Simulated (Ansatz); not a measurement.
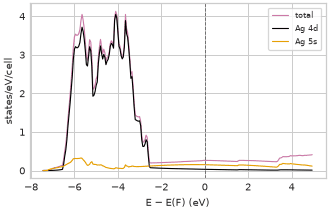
Fig. 1. Total and projected density of states of Ag (simple hexagonal, P6/mmm), r²SCAN in the plane-wave PAW code Ansatz

### Question
Which orbitals carry the states next to the Fermi level?

### Answer
Within 0.5 eV of the Fermi level: Ag 5s 59 %, Ag 4d 12 %, outside the projected shells 29 %. Projections are on Löwdin-orthogonalised atomic valence shells; empty p or d shells of many metals are not among them.

### Question
Where is the tallest occupied peak in this window, and what makes it?

### Answer
Near -4.1 eV, about 4.1 states/eV per cell; the largest projected share is Ag 4d.

The start of the workflow was typed in or built on a structure type; neither database checked (COD, Materials Project) lists it. It is not the phase usual at ambient conditions (space group No. 225). The r²SCAN relaxation kept the symmetry of its start. At this level the phase is mechanically unstable. No spin polarisation was allowed. Spin–orbit coupling is left out wherever it is not named.

Potentials: the later of the program's two PAW sets.
